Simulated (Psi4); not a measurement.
**SVWN5/def2-TZVPPD run of BH3 (SMILES B)**

What is the energy change on altering one bond length of BH3 at SVWN5/def2-TZVPPD? The job is set up through a Python script.

Program for the calculation: Psi4 1.11.

## Step 1: The molecule

BH3: 4 atoms, total charge 0, spin state singlet. As SMILES, `B`. The shape is that of a PBE0-D4/def2-TZVP optimisation.

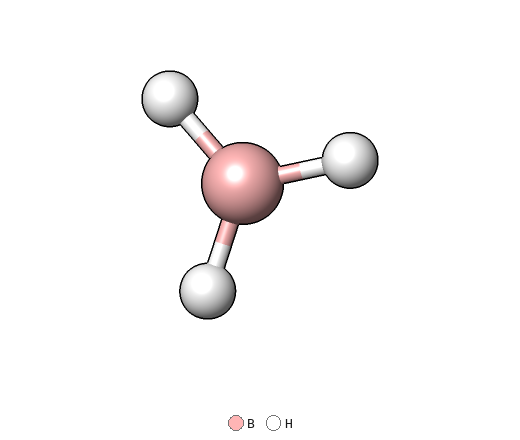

Viewed from a chosen angle; boron pink, hydrogen white.

## Step 2: The energy at SVWN5/def2-TZVPPD

run.py reads:

```python
import psi4

psi4.set_memory('1600 MB')
psi4.set_num_threads(1)
psi4.set_output_file('psi4.out', False)

mol = psi4.geometry("""
0 1
B
H 1 1.193489
H 1 1.193493 2 120.00312
H 1 1.193451 2 119.99514 3 179.98694
symmetry c1
no_reorient
no_com
""")

psi4.set_options({
    'basis': 'def2-TZVPPD',
    'puream': True,
    'e_convergence': 1e-09,
    'd_convergence': 1e-08,
    'scf_type': 'pk',
    'dft_radial_points': 99,
    'dft_spherical_points': 590,
})

E, wfn = psi4.energy("scf", dft_functional={"name": "SVWN5", "x_functionals": {"LDA_X": {}}, "c_functionals": {"LDA_C_VWN": {}}}, molecule=mol, return_wfn=True)
print(f'total energy {E:.8f} hartree = {E * 27.211386:.5f} eV')
```

On the command line:

```
$ python run.py
```

psi4.out, cut to the lines that bear on the results:

```text
[...]
  Running in c1 symmetry.
[...]
  Nuclear repulsion =    7.418840106720390
[...]
  Multiplicity = 1
[...]
  Nalpha       = 4
  Nbeta        = 4
[...]
    Number of basis functions: 88
[...]
   @RKS iter   1:   -26.16658801396695   -3.63617e-01   4.36348e-03 DIIS/ADIIS
[...]
   @RKS iter   8:   -26.27372803299830   -1.36069e-12   7.03716e-09 DIIS
[...]
    Orbital Energies [Eh]
    ---------------------
    Doubly Occupied:
       1A     -6.449228     2A     -0.462142     3A     -0.311495
       4A     -0.311486
[...]
  @RKS Final Energy:   -26.27372803299830
   => Energetics <=
    Nuclear Repulsion Energy =              7.4188401067203902
    One-Electron Energy =                 -49.0556388506685010
    Two-Electron Energy =                  20.1152413238692773
    DFT Exchange-Correlation Energy =      -4.7521706129194614
    Empirical Dispersion Energy =           0.0000000000000000
    VV10 Nonlocal Energy =                  0.0000000000000000
    Total Energy =                        -26.2737280329982958
[...]
 Multipole Moments:
 ------------------------------------------------------------------------------------
     Multipole            Electronic (a.u.)      Nuclear  (a.u.)        Total (a.u.)
 ------------------------------------------------------------------------------------
 L = 1.  Multiply by 2.5417464519 to convert [e a0] to [Debye]
 Dipole X            :         -0.0002483            0.0001894           -0.0000589
 Dipole Y            :          0.0000311           -0.0000376           -0.0000065
 Dipole Z            :         -0.0000497            0.0000389           -0.0000108
 Magnitude           :                                                    0.0000602
[...]
```

The script printed:

```text
total energy -26.27372803 hartree = -714.94456 eV
```

Wall time 4.5 s (1 thread of Intel Xeon 6975P-C (Granite Rapids), shared host); peak memory 0.48 GiB.

## Step 3: The distorted shape: energy and gradient at SVWN5/def2-TZVPPD

calc.py reads:

```python
import psi4

psi4.set_memory('1600 MB')
psi4.set_num_threads(1)
psi4.core.set_output_file('run.log', False)

mol = psi4.geometry("""
0 1
B
H 1 1.193489
H 1 1.7902 2 120.00312
H 1 1.193451 2 119.99514 3 179.98696
units angstrom
symmetry c1
""")

psi4.set_options({
    'basis': 'def2-TZVPPD',
    'puream': True,
    'e_convergence': 1e-09,
    'd_convergence': 1e-08,
    'scf_type': 'pk',
    'dft_radial_points': 99,
    'dft_spherical_points': 590,
})

result, w = psi4.gradient("scf", dft_functional={"name": "SVWN5", "x_functionals": {"LDA_X": {}}, "c_functionals": {"LDA_C_VWN": {}}}, return_wfn=True)
psi4.oeprop(w, "DIPOLE", "QUADRUPOLE", "MAYER_INDICES")
print('gradient / Eh bohr^-1')
print(result.np.round(6))
print(f'energy = {w.energy():.10f} Eh')
```

On the command line:

```
$ python calc.py
```

run.log, cut to the lines that bear on the results:

```text
[...]
  Running in c1 symmetry.
[...]
  Nuclear repulsion =    6.574803468149619
[...]
  Multiplicity = 1
[...]
  Nalpha       = 4
  Nbeta        = 4
[...]
    Number of basis functions: 88
[...]
   @RKS iter   1:   -26.10162082818394   -3.65707e-01   4.18274e-03 DIIS/ADIIS
[...]
   @RKS iter   9:   -26.21050918881349   -4.77023e-11   2.58197e-09 DIIS
[...]
    Orbital Energies [Eh]
    ---------------------
    Doubly Occupied:
       1A     -6.499723     2A     -0.458722     3A     -0.327156
       4A     -0.264889
[...]
  @RKS Final Energy:   -26.21050918881349
   => Energetics <=
    Nuclear Repulsion Energy =              6.5748034681496188
    One-Electron Energy =                 -47.2887785588562934
    Two-Electron Energy =                  19.1389831971918021
    DFT Exchange-Correlation Energy =      -4.6355172952986177
    Empirical Dispersion Energy =           0.0000000000000000
    VV10 Nonlocal Energy =                  0.0000000000000000
    Total Energy =                        -26.2105091888134893
[...]
  -Total Gradient:
     Atom            X                  Y                   Z
    ------   -----------------  -----------------  -----------------
       1       -0.000012885518    -0.056138801081     0.032399039724
       2        0.000005633790    -0.006170276231    -0.002519712637
       3        0.000002820451     0.063195920310    -0.036491288687
       4        0.000004431566    -0.000886878756     0.006611982263
[...]
 Multipole Moments:
 ------------------------------------------------------------------------------------
     Multipole            Electronic (a.u.)      Nuclear  (a.u.)        Total (a.u.)
 ------------------------------------------------------------------------------------
 L = 1.  Multiply by 2.5417464519 to convert [e a0] to [Debye]
 Dipole X            :         -0.0002231            0.0001891           -0.0000340
 Dipole Y            :         -0.6961358            0.4154143           -0.2807215
 Dipole Z            :          0.4019337           -0.2398525            0.1620812
 Magnitude           :                                                    0.3241526
 L = 2.  Multiply by 1.3450342976 to convert [e a0^2] to [Debye ang]
 Quadrupole XX       :         -6.0519107            0.0000002           -6.0519106
 Quadrupole XY       :          0.0010933           -0.0009127            0.0001806
[...]
```

The script printed:

```text
gradient / Eh bohr^-1
[[-1.3000e-05 -5.6139e-02  3.2399e-02]
 [ 6.0000e-06 -6.1700e-03 -2.5200e-03]
 [ 3.0000e-06  6.3196e-02 -3.6491e-02]
 [ 4.0000e-06 -8.8700e-04  6.6120e-03]]
energy = -26.2105091888 Eh
```

Run time: 6 s. Hardware: 1 thread of Intel Xeon 6975P-C (Granite Rapids), shared host; peak memory 0.47 GiB.

## Step 4: What came out

At SVWN5/def2-TZVPPD:

| quantity | value |
| --- | --- |
| first shape: total energy | -26.27373 Eh |
| first shape: dipole moment | 0.00 D |
| first shape: HOMO energy | -8.48 eV |
| first shape: LUMO energy | -3.37 eV |
| first shape: HOMO–LUMO gap | 5.10 eV |
| distorted shape: total energy | -26.21051 Eh |
| distorted shape: dipole moment | 0.82 D |
| distorted shape: HOMO energy | -7.21 eV |
| distorted shape: LUMO energy | -3.65 eV |
| distorted shape: HOMO–LUMO gap | 3.56 eV |
| distorted shape: largest force on an atom | 3.753 eV/Å |
| energy change with the B1–H3 bond stretched from 1.193 to 1.790 Å | 1.720 eV |

What this shows: One bond (distorted shape) is far stretched, which a spin-restricted single reference describes badly; a broken-symmetry solution may lie lower. With the B1–H3 bond stretched from 1.193 to 1.790 Å the energy rises by 1.72 eV (166 kJ/mol). The first shape isn't relaxed at this level, so the change isn't measured from a minimum. A restricted reference can't describe the breaking bond well at this length.
